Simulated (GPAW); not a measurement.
# A GW chain in GPAW: InBi (honeycomb monolayer)

Aim: the G0W0 gap of InBi (honeycomb monolayer) on LDA, step by step.

Program: GPAW 26.7.0. Level of theory: LDA and many-body steps on it, plane waves. Results are calculated unless marked as measured.

## (1) The starting structure

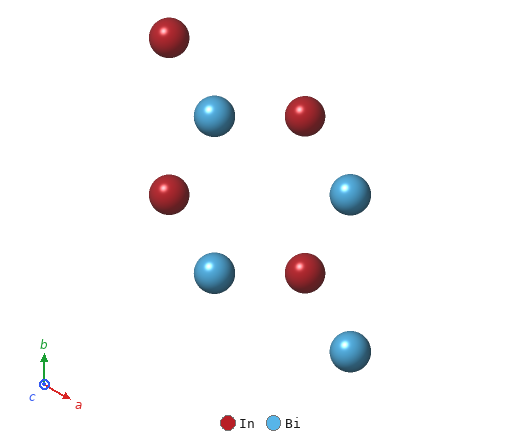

The starting structure, seen from above (indium red, bismuth blue). 2×2×1 cells are drawn.

The cell holds 2 atoms: 1 In and 1 Bi. Cell: a = 4.691 Å, b = 4.691 Å, c = 11.400 Å, α = 90.0°, β = 90.0°, γ = 120.0°. Vacuum lies along c.

The start is a generated structure, not a measured one. Spin-orbit coupling is left out unless a step names it.

## (2) Relaxation

This step: GPAW 26.7.0; DFT, LDA, plane waves, PAW.

A relaxation at this level of theory: leftover forces would pass straight into the levels.

File run.py:

```python
import json
import numpy as np
from gpaw.mpi import world
from ase import Atoms
from ase.constraints import FixSymmetry
from ase.filters import FrechetCellFilter
from ase.optimize import BFGS
from gpaw import GPAW, PW, FermiDirac

atoms = Atoms(['In', 'Bi'],
    cell=[[4.6908899234, 0.0000000000, 0.0000000000],
      [-2.3454449617, 4.0624298400, 0.0000000000],
      [0.0000000000, 0.0000000000, 11.4000000000]],
    scaled_positions=[[0.3333333333, 0.6666666667, 0.4824561404],
      [0.6666666667, 0.3333333333, 0.5175438596]],
    pbc=(True, True, False))
atoms.set_constraint(FixSymmetry(atoms))
atoms.calc = GPAW(mode=PW(550),
    xc='LDA',
    kpts={'size': (6, 6, 1), 'gamma': True},
    occupations=FermiDirac(0.02),
    convergence={'density': 1e-5},
    txt='relax.txt')
steps = []
opt = BFGS(FrechetCellFilter(atoms, mask=[1, 1, 0, 0, 0, 1]), logfile='bfgs.log')
opt.attach(lambda: steps.append([atoms.get_potential_energy(), atoms.cell[:], atoms.positions.copy(), atoms.get_forces()]))
converged = opt.run(fmax=0.03, steps=50)
res = {'converged': bool(converged), 'steps': steps, 'cell': atoms.cell[:], 'frac': atoms.get_scaled_positions()}

if world.rank == 0:
    with open('result.json', 'w') as f:
        json.dump(res, f, default=lambda x: x.tolist())
```

Command:

```console
$ mpirun -n 4 gpaw python run.py
```

Numbers of over 12 decimals in the logs are rounded to 6 here.

The log of the run:

```text
Step     Time          Energy          fmax
BFGS:    0        -7.742834        0.549520
BFGS:    1        -7.757639        0.480105
BFGS:    2        -7.797098        0.343178
[...]
BFGS:    7        -7.865301        0.044216
BFGS:    8        -7.866039        0.008287
```

Run time: 44 s. Hardware: 4 MPI ranks of Arm Neoverse V2, shared host; peak memory 1.1 GiB; 2.9 min of CPU time.

Relaxation path:

| step | energy less that of the first step (eV) | largest force (eV/Å) |
| --- | --- | --- |
| 1 | 0.0000 | 0.5017 |
| 2 | -0.0148 | 0.4801 |
| 3 | -0.0543 | 0.3432 |
| 4 | -0.0615 | 0.2946 |
| 5 | -0.0827 | 0.0868 |
| 6 | -0.0959 | 0.0264 |
| 7 | -0.1231 | 0.0068 |
| 8 | -0.1232 | 0.0442 |
| 9 | -0.1239 | 0.0083 |

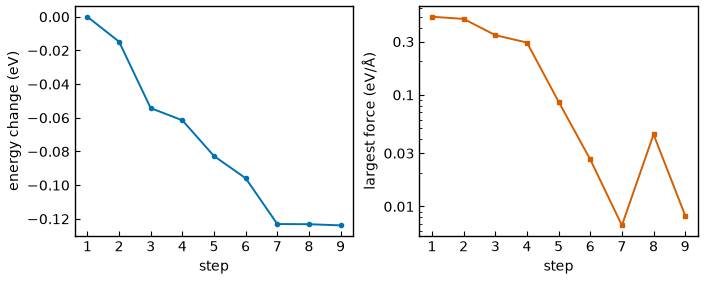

Energy and largest force along the relaxation.

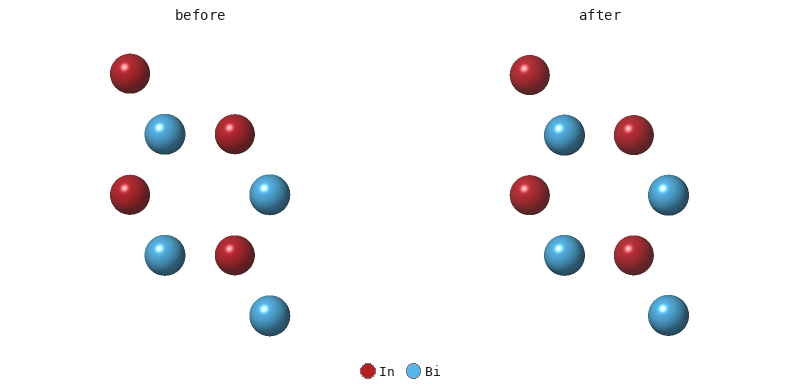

Before and after, at one scale.

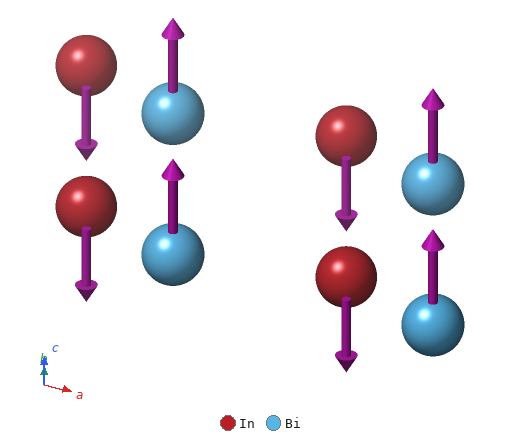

Displacements in the relaxation, exaggerated; the longest in the cell stands for 0.21 Å. 2×2×1 cells are drawn.

The atoms that moved most (Å):

| atom | dx | dy | dz | length |
| --- | --- | --- | --- | --- |
| In1 | 0.000 | 0.000 | -0.207 | 0.207 |
| Bi2 | 0.000 | 0.000 | 0.207 | 0.207 |

Final coordinates:

```xyz
2
Lattice="4.6570 0.0000 0.0000 -2.3285 4.0330 0.0000 0.0000 0.0000 11.4000" Properties=species:S:1:pos:R:3
In    0.0000    2.6887    5.2932
Bi    2.3285    1.3443    6.1071
```

## (3) Ground state

The ground-state density comes first.

File run.py:

```python
import json
import numpy as np
from gpaw.mpi import world
from ase import Atoms
from gpaw import GPAW, PW, FermiDirac

atoms = Atoms(['In', 'Bi'],
    cell=[[4.6569560658, 0.0000000000, 0.0000000000],
      [-2.3284780329, 4.0330422573, 0.0000000000],
      [0.0000000000, 0.0000000000, 11.4000000000]],
    scaled_positions=[[0.3333333333, 0.6666666667, 0.4643201011],
      [0.6666666667, 0.3333333333, 0.5357124563]],
    pbc=(True, True, False))
calc = GPAW(mode=PW(450),
    xc='LDA',
    kpts={'size': (9, 9, 1), 'gamma': True},
    occupations=FermiDirac(0.001),
    nbands=-7,
    convergence={'density': 1e-6, 'bands': -3},
    maxiter=100,
    txt='gs.txt')
atoms.calc = calc
res = {'energy': atoms.get_potential_energy()}
kpts = calc.get_ibz_k_points()
res['kpts'] = kpts
res['eigenvalues'] = [calc.get_eigenvalues(kpt=k) for k in range(len(kpts))]
res['n_electrons'] = calc.get_number_of_electrons()
calc.write('gs.gpw')

if world.rank == 0:
    with open('result.json', 'w') as f:
        json.dump(res, f, default=lambda x: x.tolist())
```

Command:

```console
$ mpirun -n 4 gpaw python run.py
```

The log of the run:

```text
__  _  _
 | _ |_)|_||  |
 |__||  | ||/\| - 26.7.0

Input parameters:
  mode=PW(ecut=450.000000),
  convergence={'density': 1e-06, 'bands': -3},
  kpts=MonkhorstPack(size=(9, 9, 1), gamma=True),
  maxiter=100,
  nbands=-7,
  occupations=Occupations(name='fermi-dirac', width=0.001, fixmagmom=False),
  xc=XC(name='LDA')
  [... matrices ...]
Diagonalizing LCAO Hamiltonian
Converting LCAO to pw mode

             Bi
        In

Atoms  # Å, Bohr magnetons
|   | symbol |         x |        y |        z |    initial magnetic moments |
| 0 |     In | -0.000000 | 2.688695 | 5.293249 | ( 0.0000,  0.0000,  0.0000) |
| 1 |     Bi |  2.328478 | 1.344347 | 6.107122 | ( 0.0000,  0.0000,  0.0000) |

Unit cell  # Å
| periodic |         x |        y |         z |   lengths |     angles |
|      yes |  4.656956 | 0.000000 |  0.000000 |  4.656956 |  90.000000 |
|      yes | -2.328478 | 4.033042 |  0.000000 |  4.656956 |  90.000000 |
|       no |  0.000000 | 0.000000 | 11.400000 | 11.400000 | 120.000000 |

Number of symmetries: 6
Symmetry operations  # r_c * U_cc + t_c -> r_c
|   | kind |            matrix            |
| 0 |  σ   |  1, 1, 0,  0,-1, 0,  0, 0, 1 |
| 1 |  E   |  1, 0, 0,  0, 1, 0,  0, 0, 1 |
| 2 |  C3  |  0, 1, 0, -1,-1, 0,  0, 0, 1 |
| 3 |  σ   |  0,-1, 0, -1, 0, 0,  0, 0, 1 |
| 4 |  σ   | -1, 0, 0,  1, 1, 0,  0, 0, 1 |
| 5 |  C3  | -1,-1, 0,  1, 0, 0,  0, 0, 1 |

BZ-sampling:
  Number of BZ points: 81
  Number of IBZ points: 12

  Monkhorst-Pack size: [9, 9, 1]
  Monkhorst-Pack shift: [0, 0, 0]

K-points  # in reciprocal-cell coordinates
|     |                                coordinates |     weight |
|   0 | (  0.00000000,   0.00000000,   0.00000000) | 0.01234568 |
|   1 | (  0.11111111,   0.00000000,   0.00000000) | 0.07407407 |
|   2 | (  0.22222222,  -0.11111111,   0.00000000) | 0.07407407 |
|   3 | (  0.22222222,   0.00000000,   0.00000000) | 0.07407407 |
|   4 | (  0.33333333,  -0.11111111,   0.00000000) | 0.14814815 |
|   5 | (  0.33333333,   0.00000000,   0.00000000) | 0.07407407 |
|   6 | (  0.33333333,   0.33333333,   0.00000000) | 0.02469136 |
|   7 | (  0.44444444,  -0.22222222,   0.00000000) | 0.07407407 |
|   8 | (  0.44444444,  -0.11111111,   0.00000000) | 0.14814815 |
|   9 | (  0.44444444,   0.00000000,   0.00000000) | 0.07407407 |
| ... |                                            |            |
|  11 | (  0.44444444,   0.44444444,   0.00000000) | 0.07407407 |

Plane wave coefficients: 4674
Cutoff: 450.000000 eV

Spin-components: 1 (collinear spins)
Bands:           21
Projectors:      12
Spin-degeneracy: 2
Datatype:        complex128

  Storage: CPU
  Wave functions: 18_349_632 bytes (4_587_408 per core)
  Projectors: 20_097_216 bytes (5_024_304 per core)
  [... matrices ...]
Parallelization:
  kpt:    4
  domain: 1
  band:   1

Density:
  Valence electrons: 28.0
  Components: 1
  Grid points: [24 24 56]
  Charge: 0.0  # |e|

Potential:
  Grid points: [24 24 56]

species:
  In:
    name:    Indium
    Z:       49.0
    valence: 13
    core:    36
    charge:  0.0  # [|e|]
    compensation charges:
      type: gauss
      rc: 0.36  # [Å]
      lmax: 2
    cutoffs:
      filter: 2.09  # [Å]
      core: 2.48  # [Å]
    projectors
    | kind |    occ | energy [eV] | rcut [Å] |
    |   5s |  2.000 |      -8.474 |    1.185 |
    |   5p |  1.000 |      -2.700 |    1.244 |
    |   4d | 10.000 |     -18.723 |    1.148 |
    |    s |        |      18.738 |    1.185 |
    |    p |        |      24.512 |    1.244 |
    |    d |        |       8.489 |    1.148 |

    Using partial waves for In as LCAO basis

  Bi:
    name:    Bismuth
    Z:       83.0
    valence: 15
    core:    68
    charge:  0.0  # [|e|]
    compensation charges:
      type: gauss
      rc: 0.38  # [Å]
      lmax: 2
    cutoffs:
      filter: 2.23  # [Å]
      core: 2.33  # [Å]
    projectors
    | kind |    occ | energy [eV] | rcut [Å] |
    |   6s |  2.000 |     -14.665 |    1.286 |
    |   6p |  3.000 |      -4.777 |    1.275 |
    |   5d | 10.000 |     -27.225 |    1.349 |
    |    s |        |      12.546 |    1.286 |
    |    p |        |      22.434 |    1.275 |
    |    d |        |      -0.013 |    1.349 |

    Using partial waves for Bi as LCAO basis

Reference energy: -744372.638096  # eV

eigensolver:
  PPCG
  Converge bands: -3
  niter=2

density mixing:
  MSR1-Mixer
  Pratt-step length: 0.05
  Maximum mixing coefficient: 0.75
  Old densities: 10
  SVD Regularization: 0.005
  Good broyden scale: 1.0
  Trust region scale: 1.0
  Backstep threshold: 4.0
  History deletion threshold: 6.0
  Fourier metric: weight=20.0, sigma=0.015

occupation numbers:
  Fermi-Dirac:
    width: 0.0010  # eV

poisson solver:
  ecut: 3600.000000  # eV

xc functional:
  name: None

Initialization done in: 0.671 s

convergence criteria:
- Maximum integral of absolute [dens]ity change: 1e-06 electrons / valence electron
- Maximum [total energy] change in last 3 cyles: 0.0005 eV / valence electron
- Maximum integral of absolute [eigenst]ate change: 4e-08 eV^2 / valence electron
maximum number of iterations: 100

SCF iterations
|iter     |     time |      energy | eigst |  dens |
|iter:   1|  |   -7.961406 | +0.45 |       |
|iter:   2|  |   -7.944267 | -0.46 | -1.42 |
|iter:   3|  |   -7.827282 | -1.47 | -1.45 |
|iter:   4|  |   -7.823922 | -2.11 | -1.95 |
|iter:   5|  |   -7.821570c| -2.93 | -2.26 |
|iter:   6|  |   -7.822400c| -3.67 | -2.61 |
|iter:   7|  |   -7.822502c| -4.53 | -3.33 |
|iter:   8|  |   -7.822514c| -5.50 | -4.02 |
|iter:   9|  |   -7.822517c| -6.04 | -4.25 |
|iter:  10|  |   -7.822517c| -6.82 | -4.77 |
|iter:  11|  |   -7.822517c| -7.51c| -5.19 |
|iter:  12|  |   -7.822517c| -8.11c| -5.71 |
|iter:  13|  |   -7.822517c| -8.53c| -6.25c|

Converged in 13 steps
SCF loop duration: 4.433 s (0.341 s/step)
Energy contributions relative to reference atoms: (reference = -744372.638096)
  [... matrices ...]
Energy contributions:
  Kinetic:          26.222627
  Coulomb:         -24.362555
  Zero:             -1.149968
  External:          0.000000
  Xc:               -8.532621
  Entropy:          -0.000000
  Spinorbit:         0.000000
  ----------------------------
  Free energy:      -7.822517
  Extrapolated:     -7.822517

dipole moment: (0.182924, -0.105611, -0.058225)  # |e|*Ang

Fermi level: -1.655
Eigenvalues  # (at kpt = [0.000, 0.000, 0.000])
| band index |      eig [eV] | occ [0-2] |
|          0 |       -23.871 |     2.000 |
|        ... |               |           |
|          6 |       -15.896 |     2.000 |
|          7 |       -15.896 |     2.000 |
|          8 |       -15.832 |     2.000 |
|          9 |       -15.832 |     2.000 |
|         10 |       -12.537 |     2.000 |
|         11 |        -4.683 |     2.000 |
|         12 |        -1.708 |     2.000 |
|         13 |        -1.708 |     2.000 |
|         14 |        -1.521 |     0.000 |
|         15 |         0.867 |     0.000 |
|         16 |         2.358 |     0.000 |
|         17 |         2.358 |     0.000 |
|         18 |         2.992 |     0.000 |
|         19 |         3.627 |     0.000 |
|         20 |         4.567 |     0.000 |

Gap: 0.187 eV
Transition (v -> c):
  (s=0, k=0, n=13, [0.00, 0.00, 0.00]) -> (s=0, k=0, n=14, [0.00, 0.00, 0.00])
No difference between direct/indirect transitions
vacuum-level: 2.979  # V
# Writing to gs.gpw (mode='')
  [... matrices ...]
```

It took 6.5 s on 4 MPI ranks; peak memory 0.77 GiB.

This step gave:

```
total energy               : -7.823 eV
gap                        : 0.1866 eV
k of the valence top       : 0, 0, 0
k of the conduction bottom : 0, 0, 0
least direct gap           : 0.1866 eV
```

The gap is direct, at Γ.

## (4) Empty states on the mesh, 6×6×1 mesh, 357 bands

The sums over transitions need many empty states on a uniform mesh; this step solves for them.

File run.py:

```python
import json
import numpy as np
from gpaw.mpi import world
from gpaw import GPAW

calc = GPAW('gs.gpw').fixed_density(kpts={'size': (6, 6, 1), 'gamma': True},
    parallel={'domain': 1, 'band': 1},
    txt='nscf.txt')
calc.diagonalize_full_hamiltonian(nbands=357)
calc.write('full.gpw', mode='all')
res = {}
kpts = calc.get_ibz_k_points()
res['kpts'] = kpts
res['eigenvalues'] = [calc.get_eigenvalues(kpt=k) for k in range(len(kpts))]
res['n_electrons'] = calc.get_number_of_electrons()

if world.rank == 0:
    with open('result.json', 'w') as f:
        json.dump(res, f, default=lambda x: x.tolist())
```

Command:

```console
$ mpirun -n 4 gpaw python run.py
```

The log of the run:

```text
Diagonalizing LCAO Hamiltonian
Converting LCAO to pw mode
convergence criteria:
- Maximum integral of absolute [eigenst]ate change: 4e-08 eV^2 / valence electron
maximum number of iterations: 100

SCF iterations
|iter     |     time |      energy | eigst |  dens |
|iter:   1|  |             | +0.44 |       |
|iter:   2|  |             | -0.28 |       |
|iter:   3|  |             | -1.38 |       |
[...]
|iter:   8|  |             | -6.37 |       |
|iter:   9|  |             | -7.22 |       |
|iter:  10|  |             | -8.03c|       |
SCF steps: 10
  __  _  _
 | _ |_)|_||  |
 |__||  | ||/\| - 26.7.0

Input parameters:
  mode=PW(ecut=450.000000),
  convergence={'density': 1e-06, 'bands': -3},
  gpts=array([24, 24, 56]),
  kpts=MonkhorstPack(size=(6, 6, 1), gamma=True),
  maxiter=100,
  nbands=21,
  occupations=Occupations(name='fermi-dirac', width=0.001, fixmagmom=False),
  parallel={'domain': 1, 'band': 1},
  xc=XC(name='LDA')
Matrix size: 4551x4551
# Writing to full.gpw (mode='all')
  [... matrices ...]

timing:  # [seconds]
  Total: 139.623  # ━━━━━━━━━━━━━━━━━━━━━━━━━━━━━━━━━━━━━━━━━━━━━━━━━━━━━━━━━
```

The job ended after 2.4 min (4 MPI ranks; peak memory 6.7 GiB).

This step gave:

| Quantity | Value |
| --- | --- |
| gap | 0.1866 eV |
| k of the valence top | 0, 0, 0 |
| k of the conduction bottom | 0, 0, 0 |
| least direct gap | 0.1866 eV |
| k points computed | 7 |
| lowest point of the top converged band, above the valence top | 77.9794 eV |

On this mesh the gap is 0.187 eV.

(Part 1 of 2 ends here.)

[Paths, hosts, dates, memory and timing lines, banners, echoed tables and standing remarks are left out of the program output.]

[Logs are printed without paths, hosts, clocks, repeated set-up lines and the standing remarks that a program may print on its own settings, such as how far it seeks lower states.]

[Runs of the session that timed out or met a known fault of the program may be left out.]

[Hosts, paths, dates, database ids (printed as entryN), source tags and the programs' standing remarks are cut or masked in the printed files.]
